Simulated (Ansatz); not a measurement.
**One shape, several levels: InF (SMILES [F][In])**

Wanted: a comparison of 6 runs (UHF/STO-3G, HSE06/STO-3G, UPBE/STO-3G, r2SCAN/STO-3G, wB97X/STO-3G, FCI/STO-3G) of InF. 

The results are computed with Ansatz 0.2.0.

45 further runs of the same task are left out: 5 that didn't finish, 40 set aside as unsound or not needed.

**1. The molecule**

The species is InF (2 atoms), meant as a singlet with charge 0. As SMILES, `[F][In]`. The In2–F1 distance was set to 3.038 Å, away from the relaxed value.

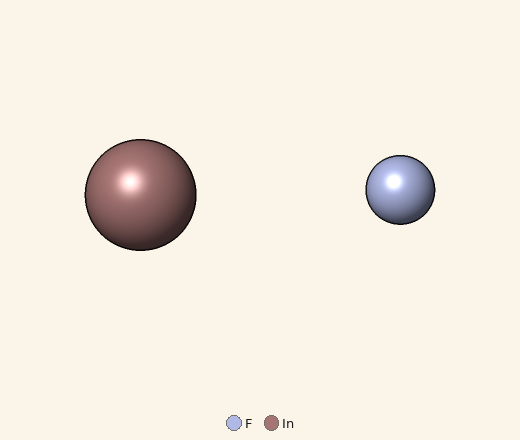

Viewed from a chosen angle; fluorine light blue, indium brown.

**2. The energy at UHF/STO-3G (run 1)**

The input, in.yaml:

```yaml
crystal:
  periodic: [false, false, false]
  atoms:
    - {symbol: F, position_ang: [0.000000, 0.000000, -1.012710]}
    - {symbol: In, position_ang: [0.000000, 0.000000, 2.025490]}
basis:
  gaussian:
    orbitals: STO-3G
accuracy: high
hamiltonian:
  xc: hf
magnetization:
  spin_polarized: true
  initial_magnetization: 0
```

Started as:

```bash
$ ansatz run in.yaml --threads 1 --pin off --max-ram 2610MiB --events-out events.jsonl --progress --plain --runs-dir runs
```

Standard output:

```text
Warning: RAYON_NUM_THREADS=1 ignored (pool sized by the plan → 1); use --threads N
Functional definition: HF
  name "HF"
  exchange = exact_x
  correlation = 0
547 factors; integrals over basis functions are off by at most 2.5e-8 eV
mean field evaluation 1: about -157296.3511 eV, gradient 6.8e0 eV
mean field evaluation 2: about -157296.3738 eV, gradient 6.8e0 eV
mean field evaluation 4: about -157299.5548 eV, gradient 4.0e0 eV
mean field evaluation 8: about -157300.0856 eV, gradient 2.4e-3 eV
mean field evaluation 16: about -157300.0778 eV, gradient 2.2e-4 eV
mean field evaluation 32: about -157302.8109 eV, gradient 1.3e-8 eV
mean field evaluation 64: about -157302.6721 eV, gradient 1.7e0 eV
mean field evaluation 96: about -157302.8238 eV, gradient 1.1e-2 eV
mean field evaluation 128: about -157302.6443 eV, gradient 7.4e-5 eV
mean field -157302.81094109 eV, -5780.7716784101 hartree, gradient 1.2e-8 eV, S^2 0.924569; 7 other end points of the search recorded, 0 dependent functions left out
reference -157302.81094109 eV, -5780.7716784101 hartree; 29, 29 occupied and 3, 3 virtual orbitals, 547 factors
Total energy: -157302.81094109 eV, -5780.7716784101 hartree
```

Wall time 1.5 s (1 thread of Arm Neoverse V2, shared host); peak memory 0.099 GiB.

**3. A single-point energy at HSE06/STO-3G (run 2)**

The input, input.yaml:

```yaml
basis:
  gaussian:
    orbitals: STO-3G
crystal:
  periodic: [false, false, false]
  atoms:
    - {symbol: F, position_ang: [0.000000, 0.000000, -1.012710]}
    - {symbol: In, position_ang: [0.000000, 0.000000, 2.025490]}
hamiltonian:
  xc: hse06
accuracy: high
```

Started as:

```bash
$ ansatz run input.yaml --threads 1 --pin off --max-ram 2610MiB --events-out events.jsonl --progress --plain --runs-dir runs
```

Standard output:

```text
Warning: RAYON_NUM_THREADS=1 ignored (pool sized by the plan → 1); use --threads N
Functional definition: HSE06
  name "HSE06"
  parameter a = 0.25
  parameter omega = 0.11/bohr
  exchange = pbe_x - a*pbe_x_sr(omega) + a*exact_x_sr(omega)
  correlation = pbe_c
547 factors; integrals over basis functions are off by at most 2.5e-8 eV
42 factors; integrals over basis functions are off by at most 1.2e-9 eV
mean field evaluation 1: about -157349.2640 eV, gradient 1.4e1 eV
mean field evaluation 2: about -157041.7061 eV, gradient 5.7e1 eV
mean field evaluation 4: about -157347.2990 eV, gradient 1.4e1 eV
mean field evaluation 8: about -157355.0830 eV, gradient 7.9e-2 eV
mean field -157355.08308669 eV, -5782.6926443298 hartree, gradient 2.6e-8 eV, S^2 0.000000; 0 other end points of the search recorded, 0 dependent functions left out
reference -157355.08308819 eV, -5782.6926443850 hartree; 29, 29 occupied and 3, 3 virtual orbitals, 547 factors
Total energy: -157355.08308819 eV, -5782.6926443850 hartree
```

It took 1.5 s on 1 thread of Arm Neoverse V2, shared host; peak memory 0.1 GiB.

Runs 3 to 4 aren't shown in full; the table further down has their settings and results.

**4. The energy at wB97X/STO-3G (run 5)**

Edit in.yaml of step 2 so:

```diff
@@ -9,6 +9,6 @@
 accuracy: high
+magnetization:
+  spin_polarized: false
+  initial_magnetization: 0
 hamiltonian:
-  xc: hf
-magnetization:
-  spin_polarized: true
-  initial_magnetization: 0
+  xc: {name: wB97X}
```

Started as:

```bash
$ ansatz run in.yaml --threads 1 --pin off --max-ram 2610MiB --events-out events.jsonl --progress --plain --runs-dir runs
```

Standard output (excerpt; [...] marks lines left out):

```text
Warning: RAYON_NUM_THREADS=1 ignored (pool sized by the plan → 1); use --threads N
Functional definition: wB97X
  name "wB97X"
[...]
      + exact_x_lr(omega)
[...]
      + integral(e_c_pw_opposite_spin*poly(b97_u_opposite, 1, cos1, cos2, cos3, cos4))
547 factors; integrals over basis functions are off by at most 2.5e-8 eV
113 factors; integrals over basis functions are off by at most 2.0e-9 eV
[...]
mean field -157367.53598409 eV, -5783.1502798684 hartree, gradient 6.8e-8 eV, S^2 0.000000; 0 other end points of the search recorded, 0 dependent functions left out
reference -157367.53598277 eV, -5783.1502798199 hartree; 29, 29 occupied and 3, 3 virtual orbitals, 547 factors
Total energy: -157367.53598277 eV, -5783.1502798199 hartree
```

Run time: 4.2 s. Hardware: 1 thread of Arm Neoverse V2, shared host; peak memory 0.21 GiB.

**5. A single-point energy at FCI/STO-3G (run 6)**

The input, input.yaml:

```yaml
basis:
  gaussian: {orbitals: STO-3G}
crystal:
  periodic: [false, false, false]
  atoms:
    - {symbol: F, position_ang: [0.000000, 0.000000, -1.012710]}
    - {symbol: In, position_ang: [0.000000, 0.000000, 2.025490]}
magnetization: {spin_polarized: false, initial_magnetization: 0}
correlation: {method: fci, frozen_orbitals: {F: 1, In: 18}}
accuracy: high
```

Started as:

```bash
$ ansatz run input.yaml --threads 1 --pin off --max-ram 2610MiB --events-out events.jsonl --progress --plain --runs-dir runs
```

Standard output (excerpt; [...] marks lines left out):

```text
Warning: RAYON_NUM_THREADS=1 ignored (pool sized by the plan → 1); use --threads N
[... 2 set-up lines as earlier in the session ...]
[...]
547 factors; integrals over basis functions are off by at most 2.5e-8 eV
[...]
mean field -157300.07782364 eV, -5780.6712381964 hartree, gradient 1.7e-8 eV, S^2 0.000000; 0 other end points of the search recorded, 0 dependent functions left out; unrestricted orbitals would lower it
[...]
unrestricted determinant -157302.81094109 eV, -5780.7716784101 hartree, S^2 0.9246
19 core orbitals not correlated: weight in the atoms' cores, before any rotation towards them, 1.000 or more for the frozen orbitals, at most 0.000 for the correlated occupied ones
reference -157300.07782364 eV, -5780.6712381964 hartree; 10, 10 occupied and 3, 3 virtual orbitals, 547 factors
state -157303.93595435 eV, -5780.8130218851 hartree
Total energy: -157303.93595435 eV, -5780.8130218851 hartree
```

Wall time 1.2 s (1 thread of Arm Neoverse V2, shared host); peak memory 0.098 GiB.

**6. The series**

```csv
run,level,frozen core orbitals,energy (Eh),wall time
1,UHF/STO-3G,–,-5780.771678,1.5 s
2,HSE06/STO-3G,–,-5782.692644,1.5 s
3,UPBE/STO-3G,–,-5782.353771,9 s
4,r2SCAN/STO-3G,–,-5783.197306,6.6 s
5,wB97X/STO-3G,–,-5783.150280,4.2 s
6,FCI/STO-3G,19,-5780.813022,1.2 s
```

**7. What came out**

| quantity | value |
| --- | --- |
| run 6: total energy | -5780.81302 Eh |
| run 6: correlation energy (19 core orbitals frozen) | -141.8 mEh |

What this shows: Against full CI in this basis: UHF +41.3 mEh. Totals of different functionals can't be ranked against each other. In runs 1, 2, 3, 4, 5, 6 the basis is minimal, so the values are rough. In runs 1, 2, 3, 4, 5, 6 relativity is left out where basis or elements ask for it. Spin contamination of the reference: run 1 ⟨S²⟩ = 0.92, run 3 ⟨S²⟩ = 0.17. Where it is this large, the reference is a mixture of spin states, and values that rest on it are in doubt. All runs together took 24 s, the longest 9 s.
